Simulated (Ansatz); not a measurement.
Consider CsPdCl3 (Pm-3m).

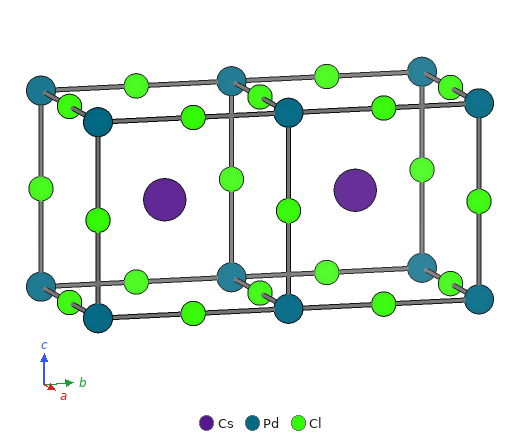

The structure (caesium purple, palladium blue, chlorine green). 1×2×1 cells are drawn. Some periodic images of atoms are drawn too.

```
Cs Pd Cl
1.0
     0.00000    0.00000   -5.06322
     0.00000   -5.06322    0.00000
    -5.06322    0.00000    0.00000
Cs Pd Cl
1 1 3
Direct
  0.50000 0.50000 0.50000
  0.00000 0.00000 0.00000
  0.00000 0.00000 0.50000
  0.50000 0.00000 0.00000
  0.00000 0.50000 0.00000
```

The cell and positions are those that the Materials Project relaxed with its own functionals (PBE, PBE+U or r2SCAN), kept fixed. Spin-orbit coupling is left out unless a run names it. PAW set soft_2, made with PBE.

A constrained-RPA run (Ansatz 0.2.0; non-magnetic LDA; Pd d + anion p, bands v13 to c1, 4×4×4 mesh, medium accuracy) builds 14 functions on bands 7.4 eV wide, with 26.0 electrons in the window. The bare on-site interaction is 17.7 eV and the bare J 0.67 eV.

What U and J survive the screening?

On the Pd d shell, U = 6.70 eV (38 % of the bare value), U′ = 5.66 eV, J = 0.52 eV.

The parent state is non-magnetic and the interaction static (zero frequency); U depends on the window and the orbitals, so it belongs to this model alone. A window that holds the anion p bands defines a model with explicit ligands; its U belongs to that model and is not the U of DFT+U.

[Paths, hosts, dates, memory and timing lines, banners, echoed tables and standing remarks are left out of the program output.]

[Logs are printed without paths, hosts, clocks, repeated set-up lines and the standing remarks that a program may print on its own settings, such as how far it seeks lower states.]

[Runs of the session that timed out or met a known fault of the program may be left out.]

[Hosts, paths, dates, database ids (printed as entryN), source tags and the programs' standing remarks are cut or masked in the printed files.]
